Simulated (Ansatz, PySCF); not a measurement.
Potential energy curve for LiH, singlet.

Computed with: RHF/aug-cc-pVTZ (Ansatz, an electronic-structure program); RHF/3-21G = restricted Hartree-Fock/3-21G run with PySCF; UCCSD(T) = CCSD(T) on UHF/aug-cc-pVTZ, frozen core (Ansatz); UHF/aug-cc-pVTZ (Ansatz).

Energies are in mEh, each relative to the lowest point of its own curve near equilibrium.

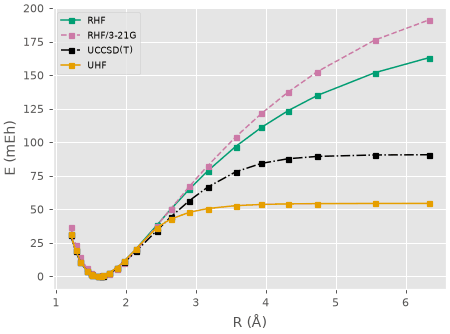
Figure. Energy against bond length for each method.

```csv
R / Å,RHF,RHF/3-21G,UCCSD(T),UHF
1.21,31.4,36.8,30.8,31.4
1.28,19.4,23.6,19.0,19.4
1.35,11.0,14.1,10.7,11.0
1.44,4.1,6.0,4.1,4.1
1.50,1.6,2.8,1.6,1.6
1.52,1.0,2.0,1.0,1.0
1.60,0.0,0.2,0.0,0.0
1.64,0.1,0.0,0.1,0.1
1.68,0.6,0.2,0.5,0.6
1.76,2.4,1.5,2.1,2.4
1.87,6.3,5.1,5.8,6.3
1.98,11.4,10.0,10.4,11.4
2.15,20.6,19.3,18.7,20.6
2.44,37.9,37.3,34.0,36.1
2.64,49.8,50.1,44.1,42.5
2.91,65.0,67.0,56.4,47.7
3.17,78.5,82.3,66.4,50.5
3.57,96.7,103.8,77.8,52.6
3.94,111.0,121.4,84.2,53.5
4.32,123.4,137.3,87.6,53.9
4.74,134.8,152.6,89.3,54.1
5.56,151.7,176.1,90.4,54.3
6.33,162.9,191.0,90.6,54.3
```

At the longest distance, 6.33 Å, RHF/3-21G lies highest above its minimum (191.0 mEh) and UHF lowest (54.3 mEh).

The restricted form behind RHF, RHF/3-21G keeps the bonding electrons paired and can't separate into open-shell fragments. The unrestricted determinant behind UCCSD(T), UHF is spin-contaminated at 2.44 to 6.33 Å (<S²> up to 1.0, against 0.00 for a pure singlet). With two correlated electrons CCSD is exact in the basis where it finds the lowest root (UCCSD(T)).
